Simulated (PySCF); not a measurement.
**C3H10N2OSi: electronic excitations**

What electronic excitations should C3H10N2OSi (`CN(C)[SiH2]C(N)=O`) show?

Computed with PySCF 2.14.0, with density-fitted response routines of our own, on a single molecule in the gas phase. Atoms are numbered from 0 throughout.

## 1. Starting geometry

17 atoms, charge 0, multiplicity 1; geometry from: GFN2-xTB.

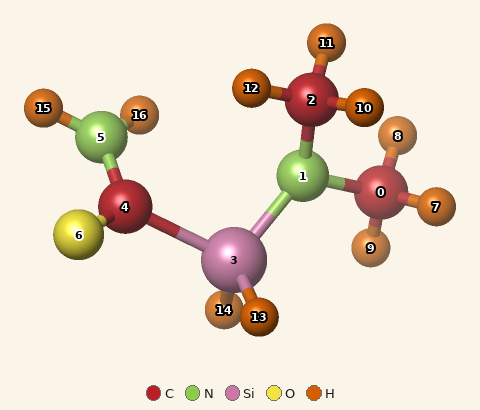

The starting geometry (carbon red, nitrogen green, silicon pink, oxygen yellow, hydrogen orange), atoms numbered.

## 2. Ultraviolet spectrum: CAM-B3LYP/def2-SVPD

The job: settings as JSON, then the geometry in Å.

```
{"job": {"kind": "uv", "xc": "CAM-B3LYP", "basis": "def2-SVPD", "nstates": 8, "ntriplets": 3}, "charge": 0, "multiplicity": 1}
C     -1.623237    -0.011513    -1.455230
N     -0.639971    -0.082567    -0.400899
C     -0.941669    -1.137806     0.541989
Si     0.224805     1.332994     0.074241
C      1.761004     0.702520     1.033585
N      2.346121    -0.422894     0.563181
O      2.213781     1.296275     1.994067
H     -2.620241     0.226607    -1.068250
H     -1.680366    -0.972660    -1.973272
H     -1.338131     0.757684    -2.166735
H     -1.913913    -0.985916     1.024243
H     -0.970805    -2.100253     0.022093
H     -0.177488    -1.175774     1.314496
H     -0.464873     2.316155     0.917242
H      0.654935     1.941735    -1.188859
H      3.183599    -0.776780     1.001084
H      1.979450    -0.895776    -0.242886
```

Method: TDDFT CAM-B3LYP/def2-SVPD, vertical, gas phase, core orbitals frozen in the response.

Launch:

```console
$ OMP_NUM_THREADS=1 python probes_run.py task.json out
```

One launch serves the whole session: the jobs run in the order shown.

Log:

```text
coarse grid: 14296 points
cycle   1  E = -593.8983870189  dE =  9.527e-01  |g| = 8.509e-01  |ddm| = 5.872e+00
cycle   2  E = -593.6000726261  dE =  2.983e-01  |g| = 1.532e+00  |ddm| = 2.290e+00
cycle   3  E = -594.0531219832  dE = -4.530e-01  |g| = 1.279e-01  |ddm| = 1.513e+00
cycle   4  E = -594.0555465942  dE = -2.425e-03  |g| = 7.808e-02  |ddm| = 2.264e-01
cycle   5  E = -594.0568192722  dE = -1.273e-03  |g| = 1.006e-02  |ddm| = 9.733e-02
cycle   6  E = -594.0568456802  dE = -2.641e-05  |g| = 4.496e-03  |ddm| = 2.314e-02
cycle   7  E = -594.0568510891  dE = -5.409e-06  |g| = 1.574e-03  |ddm| = 7.910e-03
final grid: 132464 points
cycle   8  E = -594.1468230114  dE = -3.326e-05  |g| = 5.386e-03  |ddm| = 8.199e-02
cycle   9  E = -594.1468189044  dE =  4.107e-06  |g| = 7.265e-03  |ddm| = 1.658e-02
cycle  10  E = -594.1468292314  dE = -1.033e-05  |g| = 1.097e-03  |ddm| = 7.312e-03
cycle  11  E = -594.1468294601  dE = -2.287e-07  |g| = 2.356e-04  |ddm| = 1.306e-03
cycle  12  E = -594.1468294721  dE = -1.197e-08  |g| = 9.326e-05  |ddm| = 5.325e-04
cycle  13  E = -594.1468294742  dE = -2.142e-09  |g| = 1.972e-05  |ddm| = 1.571e-04
cycle  14  E = -594.1468294744  dE = -1.585e-10  |g| = 6.429e-06  |ddm| = 5.413e-05
converged SCF energy = -594.1468294744

Static polarisability (au): isotropic 82.569, principal 71.282 82.528 93.896

Singlet excitations
state   eV       nm        f      main configurations
  1   4.6715    265.4   0.00151   H-1->L 0.47, H->L 0.24, H-1->L+1 0.14
  2   5.6936    217.8   0.00898   H->L 0.69, H-1->L 0.23
  3   6.2798    197.4   0.02308   H->L+1 0.79
  4   6.6155    187.4   0.00564   H->L+2 0.69
  5   6.7059    184.9   0.05026   H-1->L+1 0.30, H-2->L 0.26
  6   7.0024    177.1   0.04253   H-1->L+2 0.36, H-2->L 0.15, H-1->L+4 0.13
  7   7.1189    174.2   0.03185   H-2->L 0.30, H-1->L+1 0.11, H-1->L+2 0.11
  8   7.2825    170.2   0.04550   H->L+4 0.21, H->L+3 0.18, H->L+5 0.15

Triplet excitations (Tamm-Dancoff, eV): 4.0601 5.0087 5.4842
```

It took 77 s on 1 thread of Arm Neoverse V1, shared host; peak memory 1.1 GiB.

The orbitals next to the gap, with their largest atomic shares:

```
orbital      eV                         atoms
 HOMO−3  -11.25  Si3 34 %, H14 26 %, H13 13 %
 HOMO−2   -9.35     N5 46 %, O6 34 %, C4 11 %
 HOMO−1   -8.48     O6 49 %, N1 12 %, C4 12 %
   HOMO   -8.06     N1 45 %, O6 12 %, Si3 8 %
   LUMO    0.70    Si3 20 %, C4 20 %, O6 15 %
 LUMO+1    1.08     Si3 15 %, C4 12 %, C2 9 %
 LUMO+2    1.64    Si3 19 %, C0 14 %, C4 11 %
```

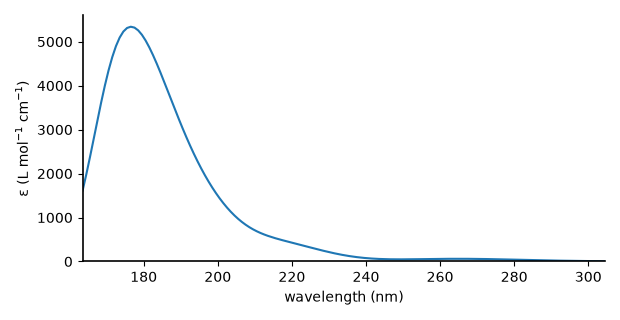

Absorption spectrum: each of the 8 states is a Gaussian band of 0.4 eV half-width at 1/e. Beyond the last state computed it falls off for lack of states.

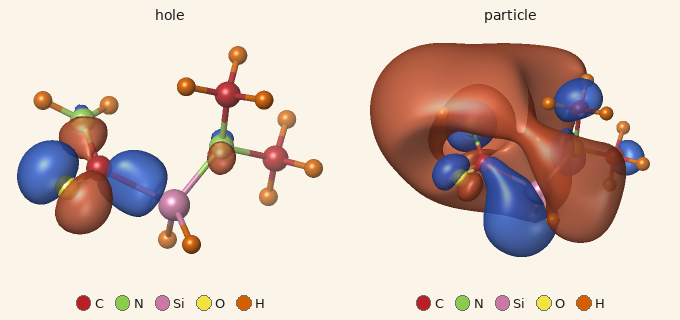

Leading natural transition orbitals of singlet state 5: the electron leaves the hole (left) for the particle orbital (right).

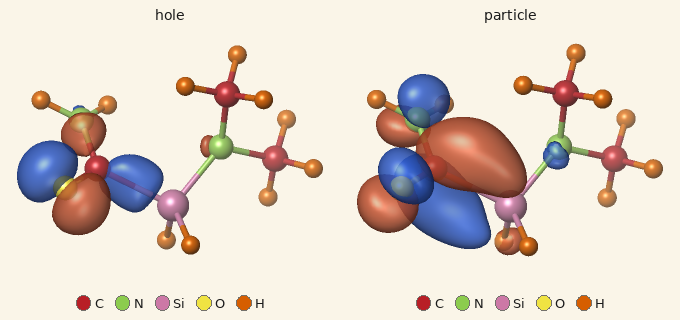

Leading natural transition orbitals of singlet state 1: the electron leaves the hole (left) for the particle orbital (right).

Further results of this job:

```
           property  computed
  dipole moment (D)      4.34
polarisability (Å³)     12.24
 HOMO–LUMO gap (eV)      8.76
      −ε(HOMO) (eV)      8.06
```

The fields below are evaluated on a grid from the run's orbitals.

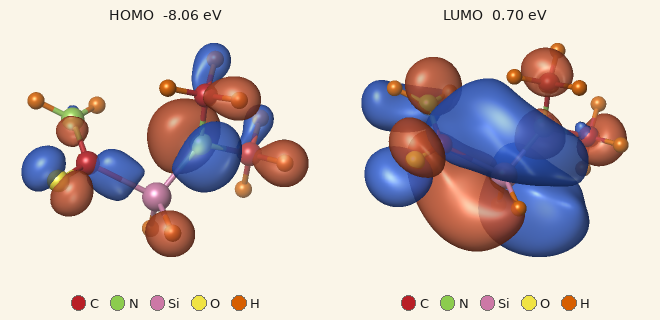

CAM-B3LYP/def2-SVPD orbitals near the gap, drawn at the value that encloses 70 % of each; the two colours are the two signs.

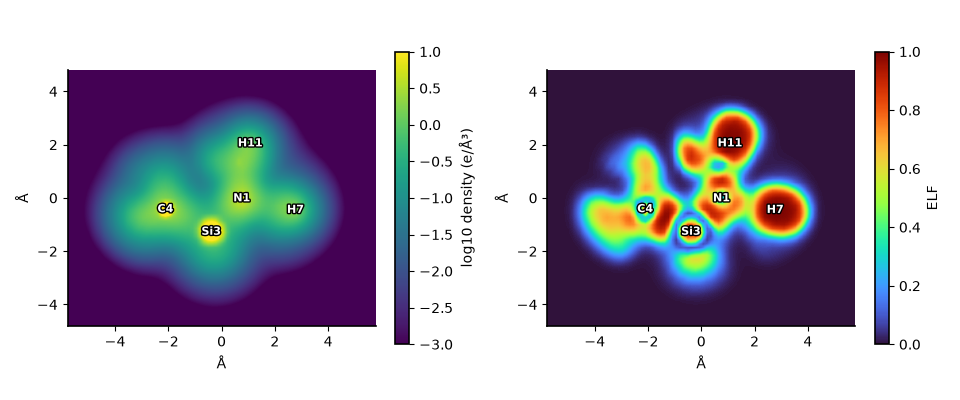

Density (left) and ELF (right) in a plane through or near 5 of the atoms.

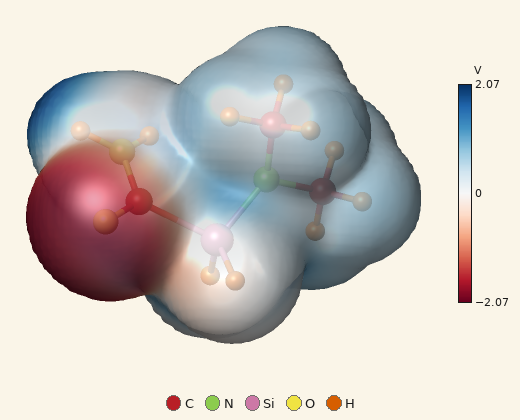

The potential that a unit positive charge feels on the 0.002 e/bohr³ surface, from -2.07 V near O6 to 1.89 V near H16.

## 3. Summary of results

```
                                quantity                        value
    lowest singlet (CAM-B3LYP/def2-SVPD)  4.67 eV (265 nm), f = 0.002
brightest single state of those computed  state 5, 6.71 eV, f = 0.050
                          lowest triplet                      4.06 eV
   surface potential, least and greatest           -2.07 V and 1.89 V
```

In words: The lowest singlet, at 4.67 eV, is HOMO−1→LUMO 0.47, HOMO→LUMO 0.24 and is weak; of the 8 states computed, the strongest absorption comes from state 5 at 6.71 eV (the last state computed is bright too, and its partners may lie past the list). The lowest triplet lies 0.61 eV below the lowest singlet (triplets in Tamm-Dancoff, singlets in full TDDFT).
